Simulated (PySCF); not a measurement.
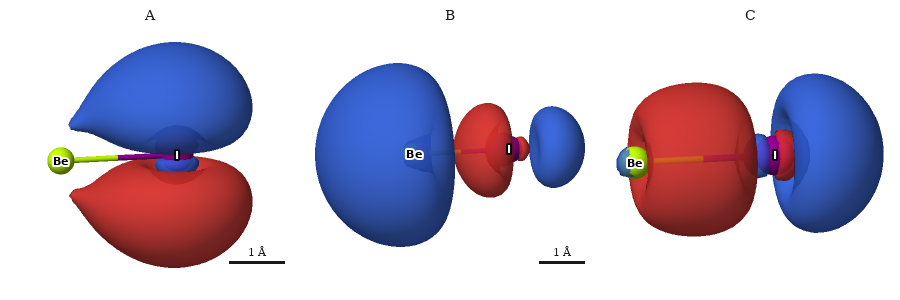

*BeI (doublet). Three frontier β-spin orbitals, each drawn at the value that holds 80 % of its norm (blue and red are the two phases), in no order; of a degenerate pair one member is drawn.*

Core potentials replace the inner electrons of I.

Level of theory: PBE0/def2-SVP, non-relativistic Hamiltonian with scalar-relativistic core potentials where named, at a bond length of 2.211 Å in PySCF.

Question: Label each orbital by symmetry, say whether it is occupied, and order them by energy.

Answer: Orbital C: σ, occupied in this spin, −9.92 eV; mainly on I (75 %).
Orbital A: π, occupied in this spin, −8.02 eV; mainly on I (90 %).
Orbital B: σ, empty in this spin, −2.31 eV; mainly on Be (85 %).
